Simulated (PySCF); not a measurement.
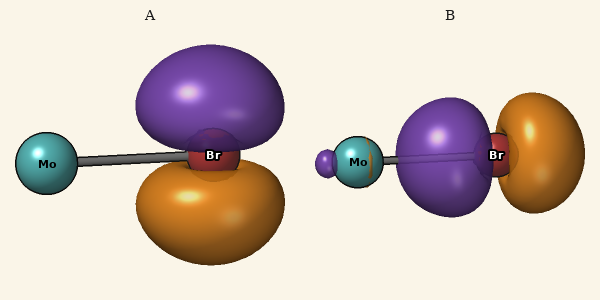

Figure 1: MoBr (charge −1, septet). Two frontier β-spin orbitals, each drawn at the value that holds 80 % of its norm (orange and purple are the two phases), in no order; of a degenerate pair one member is drawn.

Core potentials replace the inner electrons of Mo.

Computed with PySCF 2.14.0, PBE0/def2-TZVPPD, non-relativistic Hamiltonian with scalar-relativistic core potentials where named, at a bond length of 2.693 Å.

Label each orbital by symmetry, say whether it is occupied, and order them by energy.

Orbital B: σ, occupied in this spin, −3.57 eV; mainly on Br (85 %).
Orbital A: π, occupied in this spin, −2.91 eV; mainly on Br (95 %).
